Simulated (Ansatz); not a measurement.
# ClGaH4O3: two geometries relaxed, part 2 of 2

Aim: relax the geometries before and after the reaction (exchange4), and see whether they are two minima and how far apart in energy. Meant to form: Ga1–Cl6, H5–O2; to break: Ga1–O2, H5–Cl6. The start is a guess near the saddle point, from which both ends are pulled out.

Ansatz 0.2.0; RKS BLYP-D4/def2-SVP.

## (5) Pulling towards end B

Springs on the bonds that form and break draw the guess towards this end; the thresholds are loose.

Contents of input.yaml:

```yaml
crystal:
  periodic: [false, false, false]
  atoms:
    - { symbol: Ga, position_ang: [-0.1088, -0.5053, -0.0329] }
    - { symbol: O, position_ang: [0.5247, 1.4761, 0.6697] }
    - { symbol: O, position_ang: [-1.3371, -1.3203, 0.8868] }
    - { symbol: O, position_ang: [1.3457, -1.2875, -0.5717] }
    - { symbol: H, position_ang: [-0.1044, 1.8127, -0.3808] }
    - { symbol: Cl, position_ang: [-1.0642, 1.2369, -1.732] }
    - { symbol: H, position_ang: [1.4517, 1.6468, 0.494] }
    - { symbol: H, position_ang: [-2.0982, -0.8175, 1.171] }
    - { symbol: H, position_ang: [1.3906, -2.242, -0.5041] }
basis:
  gaussian: { orbitals: def2-SVP }
hamiltonian:
  xc: blyp
  dispersion: d4
relax:
  f_tol: 0.15
  max_steps: 25
  restrain:
    - { distance: [0, 5], at: 2.24, k: 30.0 }
    - { distance: [4, 1], at: 0.97, k: 30.0 }
    - { distance: [0, 1], at: 3.18, k: 30.0 }
    - { distance: [4, 5], at: 2.63, k: 30.0 }
```

Launch:

```console
$ ansatz run input.yaml --threads 2 --pin off --max-ram 3072MiB --backend cpu --events-out ev --progress --plain --runs-dir out
```

Log:

```text
Warning: RAYON_NUM_THREADS=2 ignored (pool sized by the plan → 2); use --threads N
The last accepted step is kept in <dir> (removed where the run ends without a failure and the disk answers)
Engine: ansatz 0.2.0, aarch64-unknown-linux-gnu
Functional definition: BLYP
  parameter beta = 0.0042
  parameter a = 0.04918
  parameter b = 0.132
  parameter c = 0.2533
  parameter d = 0.349
  exchange = b88_x(beta = beta)
  correlation = lyp_c(a = a, b = b, c = c, d = d)
1211 factors; their error is unknown
mean field evaluation 1: about -71076.2903 eV, gradient 1.0e2 eV
mean field evaluation 2: about -70972.0165 eV, gradient 2.4e2 eV
mean field evaluation 4: about -71093.5477 eV, gradient 2.0e1 eV
mean field evaluation 8: about -71094.5959 eV, gradient 2.2e-1 eV
mean field evaluation 16: about -71094.5432 eV, gradient 1.3e-3 eV
mean field -71094.54319982 eV, -2612.6762729813 hartree, gradient 2.4e-5 eV, S^2 0.000000; 0 other end points of the search recorded, 0 dependent functions left out
the calculation of the forces begins
reference -71094.54353287 eV, -2612.6762852207 hartree; 38, 38 occupied and 74, 74 virtual orbitals, 1211 factors
relax step   1: F+E_penalty+E_count = -71094.95408877 eV  Δ(F+E_penalty+E_count) = +0.000e0 eV  max|allowed force component| = 2.819e0 eV/Å  E_restraint = 29.48111128 eV  max|allowed force component, restraints' pulls added| = 2.932e1 eV/Å  Δτ_max = 0.0000 Å  (31 SCF iters, accepted)
  distance Ga 0 - Cl 5 = 2.6144 Å
  distance H 4 - O 1 = 1.2699 Å
  distance Ga 0 - O 1 = 2.1957 Å
  distance H 4 - Cl 5 = 1.7546 Å
these checks for a lower state are left out or cut short: starts, cluster_reference, orbital_swaps, neighbouring_geometries, increment
1211 factors; their error is unknown
mean field -71094.79863556 eV, -2612.6856600715 hartree, gradient 2.0e-5 eV, S^2 0.000000; 0 other end points of the search recorded, 0 dependent functions left out
the calculation of the forces begins
reference -71094.79896968 eV, -2612.6856723502 hartree; 38, 38 occupied and 74, 74 virtual orbitals, 1211 factors
relax step   2: F+E_penalty+E_count = -71095.19622036 eV  Δ(F+E_penalty+E_count) = -2.421e-1 eV  max|allowed force component| = 2.681e0 eV/Å  E_restraint = 12.76714690 eV  max|allowed force component, restraints' pulls added| = 1.834e1 eV/Å  Δτ_max = 0.1949 Å  (34 SCF iters, accepted)
  distance Ga 0 - Cl 5 = 2.5198 Å
  distance H 4 - O 1 = 1.1062 Å
  distance Ga 0 - O 1 = 2.5155 Å
  distance H 4 - Cl 5 = 2.0707 Å
these checks for a lower state are left out or cut short: starts, cluster_reference, orbital_swaps, neighbouring_geometries, increment
1211 factors; their error is unknown
mean field evaluation 32: about -71095.0370 eV, gradient 5.7e-2 eV
mean field -71095.03704239 eV, -2612.6944213610 hartree, gradient 8.4e-5 eV, S^2 0.000000; 0 other end points of the search recorded, 0 dependent functions left out
the calculation of the forces begins
reference -71095.03737952 eV, -2612.6944337502 hartree; 38, 38 occupied and 74, 74 virtual orbitals, 1211 factors
relax step   3: F+E_penalty+E_count = -71095.42236697 eV  Δ(F+E_penalty+E_count) = -2.261e-1 eV  max|allowed force component| = 1.946e0 eV/Å  E_restraint = 3.26287091 eV  max|allowed force component, restraints' pulls added| = 8.505e0 eV/Å  Δτ_max = 0.1949 Å  (33 SCF iters, accepted)
  distance Ga 0 - Cl 5 = 2.3895 Å
  distance H 4 - O 1 = 0.9731 Å
  distance Ga 0 - O 1 = 2.8258 Å
  distance H 4 - Cl 5 = 2.3660 Å
these checks for a lower state are left out or cut short: starts, cluster_reference, orbital_swaps, neighbouring_geometries, increment
1211 factors; their error is unknown
mean field -71095.02423056 eV, -2612.6939505348 hartree, gradient 7.8e-5 eV, S^2 0.000000; 0 other end points of the search recorded, 0 dependent functions left out
the calculation of the forces begins
reference -71095.02457229 eV, -2612.6939630933 hartree; 38, 38 occupied and 74, 74 virtual orbitals, 1211 factors
relax step   4: F+E_penalty+E_count = -71095.39927211 eV  Δ(F+E_penalty+E_count) = +2.309e-2 eV  max|allowed force component| = 2.094e0 eV/Å  E_restraint = 0.06593795 eV  max|allowed force component, restraints' pulls added| = 3.135e0 eV/Å  Δτ_max = 0.1942 Å  (32 SCF iters, accepted)
  distance Ga 0 - Cl 5 = 2.2269 Å
  distance H 4 - O 1 = 0.9363 Å
  distance Ga 0 - O 1 = 3.1249 Å
  distance H 4 - Cl 5 = 2.6227 Å
these checks for a lower state are left out or cut short: starts, cluster_reference, orbital_swaps, neighbouring_geometries, increment
1211 factors; their error is unknown
mean field -71095.12772162 eV, -2612.6977537612 hartree, gradient 6.4e-5 eV, S^2 0.000000; 0 other end points of the search recorded, 0 dependent functions left out
the calculation of the forces begins
reference -71095.12806741 eV, -2612.6977664687 hartree; 38, 38 occupied and 74, 74 virtual orbitals, 1211 factors
relax step   5: F+E_penalty+E_count = -71095.49503437 eV  Δ(F+E_penalty+E_count) = -9.576e-2 eV  max|allowed force component| = 1.075e0 eV/Å  E_restraint = 0.00706418 eV  max|allowed force component, restraints' pulls added| = 1.075e0 eV/Å  Δτ_max = 0.1940 Å  (33 SCF iters, accepted)
  distance Ga 0 - Cl 5 = 2.2230 Å
  distance H 4 - O 1 = 0.9734 Å
  distance Ga 0 - O 1 = 3.1696 Å
  distance H 4 - Cl 5 = 2.6379 Å
these checks for a lower state are left out or cut short: starts, cluster_reference, orbital_swaps, neighbouring_geometries, increment
1211 factors; their error is unknown
mean field -71095.13480072 eV, -2612.6980139132 hartree, gradient 7.0e-5 eV, S^2 0.000000; 0 other end points of the search recorded, 0 dependent functions left out
the calculation of the forces begins
reference -71095.13514882 eV, -2612.6980267057 hartree; 38, 38 occupied and 74, 74 virtual orbitals, 1211 factors
relax step   6: F+E_penalty+E_count = -71095.50678899 eV  Δ(F+E_penalty+E_count) = -1.175e-2 eV  max|allowed force component| = 9.965e-1 eV/Å  E_restraint = 0.00813958 eV  max|allowed force component, restraints' pulls added| = 5.574e-1 eV/Å  Δτ_max = 0.1999 Å  (32 SCF iters, accepted)
  distance Ga 0 - Cl 5 = 2.2258 Å
  distance H 4 - O 1 = 0.9792 Å
  distance Ga 0 - O 1 = 3.1641 Å
  distance H 4 - Cl 5 = 2.6279 Å
these checks for a lower state are left out or cut short: starts, cluster_reference, orbital_swaps, neighbouring_geometries, increment
1211 factors; their error is unknown
mean field -71095.08513324 eV, -2612.6961886671 hartree, gradient 6.8e-5 eV, S^2 0.000000; 0 other end points of the search recorded, 0 dependent functions left out
the calculation of the forces begins
reference -71095.08547908 eV, -2612.6962013763 hartree; 38, 38 occupied and 74, 74 virtual orbitals, 1211 factors
relax step   7: F+E_penalty+E_count = -71095.45360508 eV  Δ(F+E_penalty+E_count) = +5.318e-2 eV  max|allowed force component| = 1.516e0 eV/Å  E_restraint = 0.00906201 eV  max|allowed force component, restraints' pulls added| = 1.516e0 eV/Å  Δτ_max = 0.1830 Å  (34 SCF iters, rejected (line search))
  distance Ga 0 - Cl 5 = 2.2249 Å
  distance H 4 - O 1 = 0.9841 Å
  distance Ga 0 - O 1 = 3.1668 Å
  distance H 4 - Cl 5 = 2.6281 Å
these checks for a lower state are left out or cut short: starts, cluster_reference, orbital_swaps, neighbouring_geometries, increment
1211 factors; their error is unknown
mean field evaluation 64: about -71095.1791 eV, gradient 1.1e-5 eV
mean field -71095.17910030 eV, -2612.6996418929 hartree, gradient 1.1e-5 eV, S^2 0.000000; 0 other end points of the search recorded, 0 dependent functions left out
the calculation of the forces begins
reference -71095.17944689 eV, -2612.6996546299 hartree; 38, 38 occupied and 74, 74 virtual orbitals, 1211 factors
relax step   8: F+E_penalty+E_count = -71095.54903725 eV  Δ(F+E_penalty+E_count) = -4.225e-2 eV  max|allowed force component| = 7.765e-1 eV/Å  E_restraint = 0.00794142 eV  max|allowed force component, restraints' pulls added| = 1.537e-1 eV/Å  Δτ_max = 0.0912 Å  (30 SCF iters, accepted)
  distance Ga 0 - Cl 5 = 2.2243 Å
  distance H 4 - O 1 = 0.9782 Å
  distance Ga 0 - O 1 = 3.1653 Å
  distance H 4 - Cl 5 = 2.6299 Å
these checks for a lower state are left out or cut short: starts, cluster_reference, orbital_swaps, neighbouring_geometries, increment
1211 factors; their error is unknown
mean field -71095.18539815 eV, -2612.6998733344 hartree, gradient 1.5e-5 eV, S^2 0.000000; 0 other end points of the search recorded, 0 dependent functions left out
the calculation of the forces begins
reference -71095.18574383 eV, -2612.6998860379 hartree; 38, 38 occupied and 74, 74 virtual orbitals, 1211 factors
relax step   9: F+E_penalty+E_count = -71095.55599031 eV  Δ(F+E_penalty+E_count) = -6.953e-3 eV  max|allowed force component| = 7.484e-1 eV/Å  E_restraint = 0.00776263 eV  max|allowed force component, restraints' pulls added| = 5.694e-2 eV/Å  Δτ_max = 0.0879 Å  (29 SCF iters, accepted)
  distance Ga 0 - Cl 5 = 2.2240 Å
  distance H 4 - O 1 = 0.9775 Å
  distance Ga 0 - O 1 = 3.1656 Å
  distance H 4 - Cl 5 = 2.6301 Å
1211 factors; their error is unknown
mean field -71095.18539815 eV, -2612.6998733344 hartree, gradient 1.5e-5 eV, S^2 0.000000; 1 other end points of the search recorded, 0 dependent functions left out
the calculation of the forces begins
reference -71095.18574383 eV, -2612.6998860379 hartree; 38, 38 occupied and 74, 74 virtual orbitals, 1211 factors
Total energy: -71095.55633599 eV, -2612.7135050488 hartree
Atom 0 at    -0.439375    -0.749559    -0.380775 Å, force    -0.065951     0.748376    -0.127725 eV/Å
Atom 1 at     0.778637     1.934519     0.773980 Å, force    -0.024464    -0.430046     0.021479 eV/Å
Atom 2 at    -1.438995    -1.514941     0.902229 Å, force    -0.010521    -0.015728     0.013022 eV/Å
Atom 3 at     1.213218    -1.315315    -0.796614 Å, force     0.026342    -0.019517     0.014794 eV/Å
Atom 4 at     0.279487     2.177874    -0.030467 Å, force    -0.100982     0.055935    -0.171773 eV/Å
Atom 5 at    -1.250561     0.844112    -1.703083 Å, force     0.164351    -0.341635     0.270546 eV/Å
Atom 6 at     1.664352     1.717804     0.415552 Å, force    -0.032066    -0.002139    -0.005019 eV/Å
Atom 7 at    -2.295637    -1.056307     1.016612 Å, force     0.032996    -0.002538    -0.016519 eV/Å
Atom 8 at     1.488875    -2.038287    -0.197434 Å, force     0.010296     0.007292     0.001195 eV/Å
Dipole moment:     0.052062    -0.115913     0.045468 e Å
```

Run time: 17 s. Hardware: 2 threads of Arm Neoverse V2, shared host; peak memory 0.16 GiB.

The steps of the relaxation:

| step | energy from step 1 (eV) | largest force component (eV/Å) |
| --- | --- | --- |
| 1 | 0.0000 | 2.8192 |
| 2 | -0.2421 | 2.6805 |
| 3 | -0.4683 | 1.9459 |
| 4 | -0.4452 | 2.0935 |
| 5 | -0.5409 | 1.0751 |
| 6 | -0.5527 | 0.9965 |
| 7x | -0.4995 | 1.5158 |
| 8 | -0.5949 | 0.7765 |
| 9 | -0.6019 | 0.7484 |

Step 1 is the start. 1 step was tried and not accepted (marked x). Energies and forces in the table leave out the springs, which the log lists apart; the run stops on the force with the springs' pull added.

After: Bond lengths: Ga1–O3 1.798 Å, Ga1–O4 1.796 Å, O2–H5 0.978 Å, Ga1–Cl6 2.224 Å, O2–H7 0.980 Å, O3–H8 0.978 Å, O4–H9 0.979 Å. Angles: Ga1–O3–H8 111.8°, O3–Ga1–O4 122.9°, O3–Ga1–Cl6 121.8°, O4–Ga1–Cl6 115.1°, Ga1–O4–H9 110.5°, H5–O2–H7 102.5°.

Pairs that crossed the distance rule for bonds on the way: came closer O2–H5; moved apart Ga1–O2.

## (6) End point B

It starts where the restrained run ended.

Contents of input.yaml:

```yaml
crystal:
  periodic: [false, false, false]
  atoms:
    - { symbol: Ga, position_ang: [-0.439375, -0.749559, -0.380775] }
    - { symbol: O, position_ang: [0.778637, 1.934519, 0.77398] }
    - { symbol: O, position_ang: [-1.438995, -1.514941, 0.902229] }
    - { symbol: O, position_ang: [1.213218, -1.315315, -0.796614] }
    - { symbol: H, position_ang: [0.279487, 2.177874, -0.030467] }
    - { symbol: Cl, position_ang: [-1.250561, 0.844112, -1.703083] }
    - { symbol: H, position_ang: [1.664352, 1.717804, 0.415552] }
    - { symbol: H, position_ang: [-2.295637, -1.056307, 1.016612] }
    - { symbol: H, position_ang: [1.488875, -2.038287, -0.197434] }
basis:
  gaussian: { orbitals: def2-SVP }
hamiltonian:
  xc: blyp
  dispersion: d4
relax:
  f_tol: 0.03
  max_steps: 50
output:
  orbitals: {}
```

Launch:

```console
$ ansatz run input.yaml --threads 2 --pin off --max-ram 3072MiB --backend cpu --events-out ev --progress --plain --runs-dir out
```

Log, cut to the lines that bear on the results:

```text
Warning: RAYON_NUM_THREADS=2 ignored (pool sized by the plan → 2); use --threads N
[...]
[... 1 set-up line as earlier in the session ...]
[...]
1211 factors; their error is unknown
[...]
mean field -71095.18538921 eV, -2612.6998730059 hartree, gradient 7.4e-5 eV, S^2 0.000000; 0 other end points of the search recorded, 0 dependent functions left out
[...]
reference -71095.18573226 eV, -2612.6998856130 hartree; 38, 38 occupied and 74, 74 virtual orbitals, 1211 factors
relax step   1: F+E_penalty+E_count = -71095.55598132 eV  Δ(F+E_penalty+E_count) = +0.000e0 eV  max|allowed force component| = 7.485e-1 eV/Å  Δτ_max = 0.0000 Å  (29 SCF iters, accepted)
[...]
relax step   4: F+E_penalty+E_count = -71095.99803369 eV  Δ(F+E_penalty+E_count) = -1.603e-1 eV  max|allowed force component| = 4.099e-1 eV/Å  Δτ_max = 0.1961 Å  (30 SCF iters, accepted)
[...]
Total energy: -71096.09899215 eV, -2612.7334472946 hartree
Atom 0 at    -0.392269    -0.329733    -0.245438 Å, force    -0.000932     0.001780     0.003069 eV/Å
Atom 1 at     0.580367     1.384106     0.602600 Å, force    -0.009218     0.004888     0.005127 eV/Å
Atom 2 at    -1.308181    -1.246148     1.014998 Å, force    -0.001321    -0.002362    -0.002475 eV/Å
Atom 3 at     1.345548    -0.833925    -0.557161 Å, force     0.001230     0.012883    -0.009794 eV/Å
Atom 4 at     0.474735     2.102452    -0.058424 Å, force    -0.001555     0.006318    -0.003769 eV/Å
Atom 5 at    -1.428761     0.755992    -1.853674 Å, force     0.001712    -0.002232     0.001222 eV/Å
Atom 6 at     1.451677     0.955834     0.390043 Å, force     0.010688    -0.007820    -0.000895 eV/Å
Atom 7 at    -2.262200    -1.038726     0.990220 Å, force    -0.000378    -0.000133     0.001351 eV/Å
Atom 8 at     1.539085    -1.749954    -0.283162 Å, force    -0.000226    -0.013323     0.006162 eV/Å
Dipole moment:     0.241584     0.246843     0.179049 e Å
```

It took 26 s on 2 threads of Arm Neoverse V2, shared host; peak memory 0.16 GiB.

Relaxation path:

| step | energy from step 1 (eV) | largest force component (eV/Å) |
| --- | --- | --- |
| 1 | 0.0000 | 0.7485 |
| 2 | -0.1210 | 1.0643 |
| 3 | -0.2818 | 1.0554 |
| 4 | -0.4421 | 0.4099 |
| 5 | -0.4874 | 0.5778 |
| 6 | -0.5130 | 0.3165 |
| 7 | -0.5255 | 0.2560 |
| 8 | -0.5333 | 0.2944 |
| 9 | -0.5395 | 0.1122 |
| 10 | -0.5419 | 0.0450 |
| 11 | -0.5425 | 0.0337 |
| 12 | -0.5426 | 0.0469 |
| 13 | -0.5427 | 0.0133 |

Step 1 is the start.

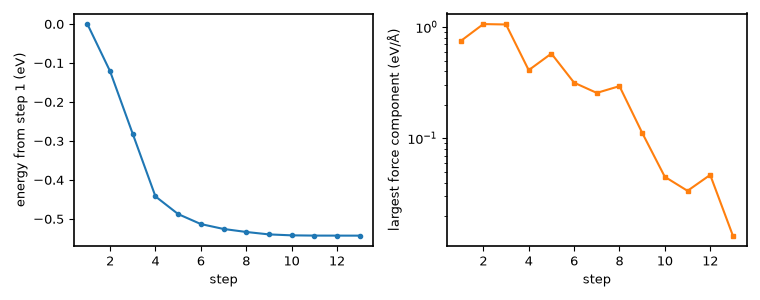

Energy and largest force along the relaxation.

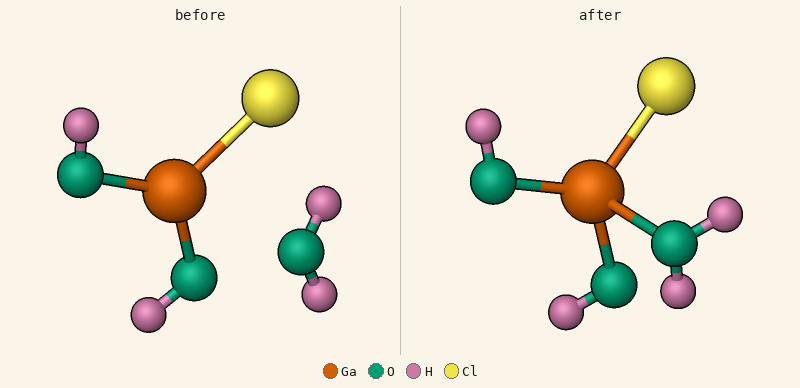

The structure before (left) and after (right), drawn at the same scale.

After: Bond lengths: Ga1–O2 2.145 Å, Ga1–O3 1.808 Å, Ga1–O4 1.836 Å, O2–H5 0.982 Å, Ga1–Cl6 2.200 Å, O2–H7 0.994 Å, O3–H8 0.977 Å, O4–H9 0.976 Å. Angles: Ga1–O2–H5 105.6°, Ga1–O2–H7 88.2°, H5–O2–H7 105.4°, O2–Ga1–O3 111.0°, O2–Ga1–O4 81.8°, O2–Ga1–Cl6 96.2°, O3–Ga1–O4 117.3°, O3–Ga1–Cl6 121.4°, O4–Ga1–Cl6 117.2°, Ga1–O3–H8 111.7°, Ga1–O4–H9 113.4°.

Pairs that crossed the distance rule for bonds on the way: came closer Ga1–O2.

## (7) Outcome

The summary covers parts 1 to 2.

| quantity | value |
| --- | --- |
| end A | 19 moves, 1.159 eV lower |
| end B | 12 moves, 0.543 eV lower |
| largest difference between the ends | 0.00 Å |
| end B relative to end A | -0.000 eV |

What this shows: Both starts fell into the same minimum (no atom differs by more than 0.00 Å), so from this start no second minimum was found and no band was run; another arrangement could still be one.
